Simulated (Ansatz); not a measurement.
# HfH₂OF₄: molecular dynamics (part 3 of 3)

HfH₂OF₄; RKS PBE/def2-SVP (Ansatz 0.2.0). It belongs to a series of runs on one base structure; here: dynamics from the highest image of the converged band.

Geometry of the input (Å):
```
Hf 0.2315  -0.4759  -0.1437
O  -0.0367  -0.3016  2.1286
H  -0.6056  0.3583  2.5672
F  1.5565  0.4557  -1.1726
F  -1.0240  0.9799  0.2286
F  -0.8319  -1.5738  -1.3040
F  1.3413  -1.8358  0.7249
H  0.4213  -0.8645  2.7805
```

### Output, continued
```
md step   199: t =    99.50 fs  T =   255.4 K  F+E_penalty+E_count = -14241.92241782 eV  E_kin = 0.198071 eV  conserved = -14241.72434702 eV  (30 SCF iters)
these checks for a lower state are left out or cut short: starts, cluster_reference, orbital_swaps, neighbouring_geometries, increment
1165 factors; their error is unknown
mean field evaluation 1568: about -14242.0149 eV, gradient 1.4e0 eV
mean field -14241.92604067 eV, -523.3811284706 hartree, gradient 6.5e-6 eV, S^2 0.000000; 0 other end points of the search recorded, 0 dependent functions left out
the calculation of the forces begins
reference -14241.92611551 eV, -523.3811312207 hartree; 29, 29 occupied and 83, 83 virtual orbitals, 1165 factors
1165 factors; their error is unknown
mean field evaluation 1600: about -14241.9260 eV, gradient 6.4e-5 eV
mean field -14241.92604067 eV, -523.3811284706 hartree, gradient 6.6e-6 eV, S^2 0.000000; 1 other end points of the search recorded, 0 dependent functions left out
the calculation of the forces begins
reference -14241.92611551 eV, -523.3811312207 hartree; 29, 29 occupied and 83, 83 virtual orbitals, 1165 factors
md step   200: t =   100.00 fs  T =   260.0 K  F+E_penalty+E_count = -14241.92604067 eV  E_kin = 0.201631 eV  conserved = -14241.72440970 eV  (49 SCF iters)
```

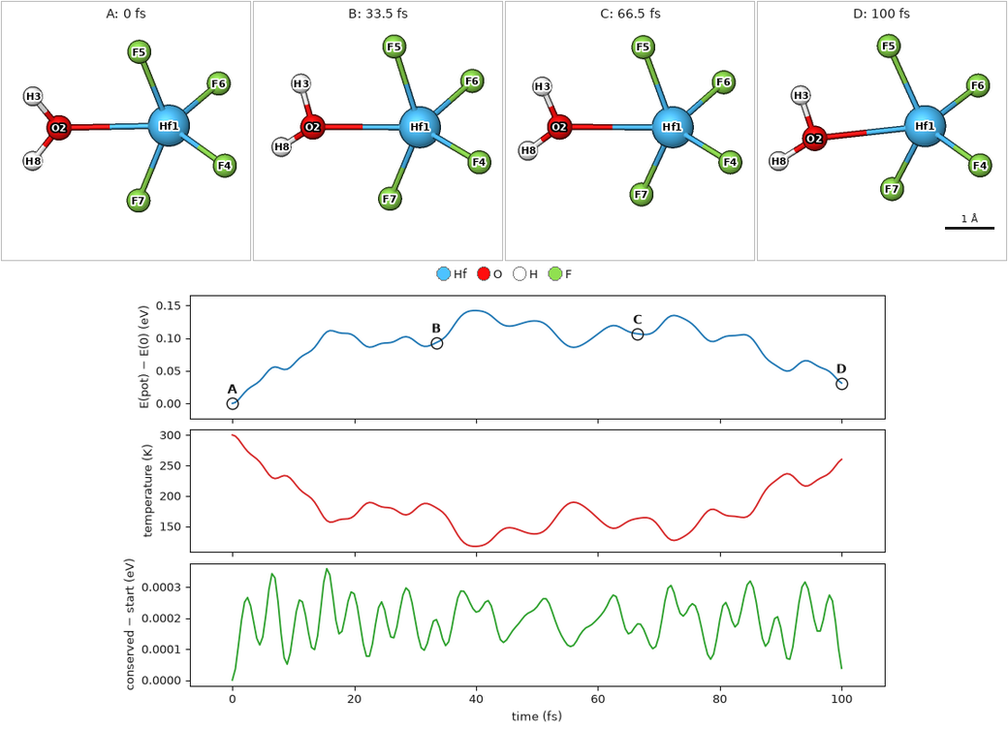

Frames of the molecular dynamics (ball-and-stick, seen at a tilt) above the curves, on which the letters mark them. The trajectory kept here has 201 frames over 100 fs. The temperature starts at 300 K, ranges from 117 to 300 K and averages 179 K over the second half. The potential energy ends 0.031 eV above its first value. The conserved quantity stays within 0.00036 eV. After an unweighted best fit of the last frame on the first, the root-mean-square displacement is 0.28 Å.

```
Total energy: -14241.92611551 eV, -523.3811312207 hartree
Atom 0 at     0.249868    -0.475006    -0.151680 Å, force    -0.707062     0.355458     0.157755 eV/Å
Atom 1 at     0.237464     0.007811     2.175104 Å, force    -0.318614     0.497563    -0.317797 eV/Å
Atom 2 at    -0.589868     0.521276     2.318725 Å, force     0.213472    -0.065016    -0.026200 eV/Å
Atom 3 at     1.584549     0.537755    -1.105842 Å, force    -0.039760    -0.076809     0.125763 eV/Å
Atom 4 at    -1.259745     0.717438     0.327789 Å, force     0.297731    -0.219346    -0.119712 eV/Å
Atom 5 at    -0.723291    -1.531274    -1.424123 Å, force     0.080692     0.156771    -0.055990 eV/Å
Atom 6 at     1.035062    -1.996618     0.717228 Å, force     0.345015    -0.395396     0.156140 eV/Å
Atom 7 at     0.449231    -0.473970     2.989645 Å, force     0.128527    -0.253225     0.080041 eV/Å
Dipole moment:    -0.021408     0.202922     1.061079 e Å
```

### Trajectory as extended XYZ (Å, eV, eV/Å), 12 of the 201 frames kept, from step=0 to step=200
```
8
Properties=species:S:1:pos:R:3:forces:R:3 step=0 time_fs=0.0 energy=-14241.95712 temperature=300.0
Hf    0.2315   -0.4759   -0.1437    0.0015   0.0007   0.0021
O    -0.0367   -0.3016    2.1286   -0.0002   0.0020   0.0020
H    -0.6056    0.3583    2.5672   -0.0024   0.0016  -0.0031
F     1.5565    0.4557   -1.1726    0.0003   0.0003  -0.0005
F    -1.0240    0.9799    0.2286   -0.0007   0.0006   0.0002
F    -0.8319   -1.5738   -1.3040   -0.0009  -0.0009   0.0002
F     1.3413   -1.8358    0.7249    0.0000  -0.0005  -0.0003
H     0.4213   -0.8645    2.7805    0.0024  -0.0038  -0.0006
8
Properties=species:S:1:pos:R:3:forces:R:3 step=18 time_fs=9.0 energy=-14241.90478 temperature=232.6
Hf    0.2379   -0.4766   -0.1355    0.3571  -0.2757   0.0434
O    -0.0282   -0.2551    2.0835   -0.0264  -0.0428   0.7019
H    -0.5700    0.4118    2.5489   -0.0942   0.0264  -0.2411
F     1.5268    0.4595   -1.1852    0.2712   0.1807  -0.1404
F    -1.0504    0.9368    0.2137   -0.2144   0.3534  -0.0151
F    -0.8315   -1.5233   -1.3068   -0.2622  -0.3528  -0.2835
F     1.3383   -1.8788    0.7203   -0.2629   0.2297  -0.0682
H     0.2381   -0.9361    2.7273    0.2318  -0.1188   0.0030
8
Properties=species:S:1:pos:R:3:forces:R:3 step=36 time_fs=18.0 energy=-14241.84968 temperature=161.7
Hf    0.2456   -0.4784   -0.1273    0.3075  -0.2643  -0.3448
O    -0.0154   -0.2166    2.0690    0.2245   0.1522  -0.1102
H    -0.6243    0.4671    2.4138   -0.0520  -0.3534   0.1650
F     1.5073    0.4700   -1.2028    0.2775   0.1621  -0.0554
F    -1.0847    0.9070    0.1985   -0.1904   0.3714   0.0379
F    -0.8408   -1.4862   -1.3199   -0.1974  -0.3811  -0.2036
F     1.3250   -1.9129    0.7134   -0.3574   0.3101  -0.0346
H     0.1597   -0.9833    2.6359   -0.0122   0.0031   0.5457
8
Properties=species:S:1:pos:R:3:forces:R:3 step=55 time_fs=27.5 energy=-14241.85779 temperature=172.2
Hf    0.2550   -0.4814   -0.1205   -0.2177   0.0049  -1.1302
O     0.0100   -0.1848    2.0682   -0.7139   0.4481   0.9368
H    -0.7615    0.3676    2.3486    0.3611  -0.0329  -0.4273
F     1.4982    0.4874   -1.2230    0.0717  -0.0486   0.2101
F    -1.1279    0.8903    0.1841    0.1496  -0.0352   0.1182
F    -0.8579   -1.4629   -1.3414    0.1747  -0.1398   0.1786
F     1.2960   -1.9358    0.7042   -0.2187   0.2158  -0.0472
H     0.0888   -0.8771    2.7426    0.3933  -0.4124   0.1610
8
Properties=species:S:1:pos:R:3:forces:R:3 step=73 time_fs=36.5 energy=-14241.83599 temperature=144.1
Hf    0.2630   -0.4842   -0.1189   -0.5942   0.3637  -1.2707
O     0.0219   -0.1565    2.1087   -0.3032   0.6740  -0.6668
H    -0.8435    0.3231    2.1539    0.3448  -0.2214   0.3785
F     1.4931    0.5023   -1.2339   -0.0392  -0.1881   0.3590
F    -1.1632    0.8737    0.1761    0.3590  -0.3081   0.3532
F    -0.8676   -1.4474   -1.3552    0.3894  -0.0171   0.3759
F     1.2595   -1.9489    0.6940    0.0223  -0.0510   0.0455
H     0.1932   -0.7986    2.8092   -0.1790  -0.2521   0.4252
8
Properties=species:S:1:pos:R:3:forces:R:3 step=91 time_fs=45.5 energy=-14241.83892 temperature=147.8
Hf    0.2684   -0.4854   -0.1226   -0.8779   0.6700  -0.8646
O     0.0325   -0.1199    2.1420   -0.5564   0.5002  -0.4413
H    -0.8738    0.2713    2.1902    0.3460   0.0806   0.0954
F     1.4873    0.5102   -1.2309    0.0847  -0.1245   0.2506
F    -1.1841    0.8451    0.1814    0.4138  -0.3595   0.3266
F    -0.8623   -1.4334   -1.3549    0.3006  -0.1411   0.1958
F     1.2236   -1.9639    0.6857    0.1683  -0.2334   0.1326
H     0.1757   -0.7014    2.8998    0.1210  -0.3922   0.3048
8
Properties=species:S:1:pos:R:3:forces:R:3 step=109 time_fs=54.5 energy=-14241.86547 temperature=182.0
Hf    0.2702   -0.4839   -0.1299   -0.7368   0.4993   0.0390
O     0.0336   -0.0792    2.1721   -0.4029   0.3361  -0.2872
H    -0.8408    0.3521    2.3133    0.2828   0.0605  -0.1761
F     1.4854    0.5135   -1.2181    0.3197   0.0759   0.0046
F    -1.1888    0.8030    0.1998    0.1809  -0.0602   0.2179
F    -0.8455   -1.4258   -1.3475    0.0000  -0.3967  -0.2270
F     1.1940   -1.9874    0.6825    0.1086  -0.1023   0.1505
H     0.1845   -0.6655    2.9253    0.2475  -0.4126   0.2783
8
Properties=species:S:1:pos:R:3:forces:R:3 step=127 time_fs=63.5 energy=-14241.83988 temperature=149.2
Hf    0.2688   -0.4803   -0.1372   -0.2654  -0.0463   0.6554
O     0.0323   -0.0422    2.2003    0.3299   0.3286  -1.2225
H    -0.7481    0.5220    2.3849    0.1441  -0.3377   0.2029
F     1.4960    0.5196   -1.2046    0.3650   0.1574  -0.0803
F    -1.1867    0.7589    0.2274   -0.2271   0.3772   0.1191
F    -0.8282   -1.4339   -1.3486   -0.1473  -0.4673  -0.4448
F     1.1684   -2.0145    0.6854   -0.0642   0.2390   0.0901
H     0.2687   -0.6737    2.8860   -0.1349  -0.2511   0.6800
8
Properties=species:S:1:pos:R:3:forces:R:3 step=145 time_fs=72.5 energy=-14241.82245 temperature=126.7
Hf    0.2661   -0.4769   -0.1419   -0.1367  -0.4498   0.3826
O     0.0553   -0.0140    2.2018   -0.0469   0.1865   0.1519
H    -0.6530    0.5715    2.5458    0.0451   0.0752  -0.5860
F     1.5205    0.5312   -1.1934    0.1112  -0.0062   0.1020
F    -1.1929    0.7290    0.2593   -0.3534   0.4676  -0.0916
F    -0.8155   -1.4598   -1.3664    0.0847  -0.1716  -0.1988
F     1.1404   -2.0320    0.6917   -0.1760   0.4869  -0.0145
H     0.2202   -0.6083    2.9445    0.4720  -0.5886   0.2544
8
Properties=species:S:1:pos:R:3:forces:R:3 step=164 time_fs=82.0 energy=-14241.85350 temperature=166.7
Hf    0.2626   -0.4753   -0.1451   -0.3225  -0.3668  -0.0139
O     0.0960    0.0010    2.2143    0.3779   0.2046  -1.0818
H    -0.5947    0.6607    2.4391    0.1357  -0.4411   0.1691
F     1.5509    0.5428   -1.1767   -0.1989  -0.2234   0.3322
F    -1.2139    0.7173    0.2895   -0.1610   0.2943  -0.1383
F    -0.7980   -1.4943   -1.3933    0.3544   0.2119   0.1718
F     1.1039   -2.0302    0.6983   -0.0793   0.3848   0.0238
H     0.3314   -0.6130    2.9208   -0.1063  -0.0643   0.5371
8
Properties=species:S:1:pos:R:3:forces:R:3 step=182 time_fs=91.0 energy=-14241.90769 temperature=236.4
Hf    0.2577   -0.4753   -0.1481   -0.6917   0.0594  -0.1626
O     0.1626    0.0038    2.1982   -0.1013   0.3374  -0.2315
H    -0.5851    0.6047    2.4139    0.1637  -0.1604  -0.2006
F     1.5724    0.5452   -1.1478   -0.2518  -0.2555   0.3358
F    -1.2402    0.7181    0.3123    0.1841  -0.0529  -0.1850
F    -0.7675   -1.5191   -1.4129    0.3604   0.3359   0.2341
F     1.0663   -2.0132    0.7057    0.1556  -0.0123   0.1029
H     0.3564   -0.5203    2.9908    0.1810  -0.2515   0.1069
8
Properties=species:S:1:pos:R:3:forces:R:3 step=200 time_fs=100.0 energy=-14241.92604 temperature=260.0
Hf    0.2499   -0.4750   -0.1517   -0.7071   0.3555   0.1578
O     0.2375    0.0078    2.1751   -0.3186   0.4976  -0.3178
H    -0.5899    0.5213    2.3187    0.2135  -0.0650  -0.0262
F     1.5845    0.5378   -1.1058   -0.0398  -0.0768   0.1258
F    -1.2597    0.7174    0.3278    0.2977  -0.2193  -0.1197
F    -0.7233   -1.5313   -1.4241    0.0807   0.1568  -0.0560
F     1.0351   -1.9966    0.7172    0.3450  -0.3954   0.1561
H     0.4492   -0.4740    2.9896    0.1285  -0.2532   0.0800
```
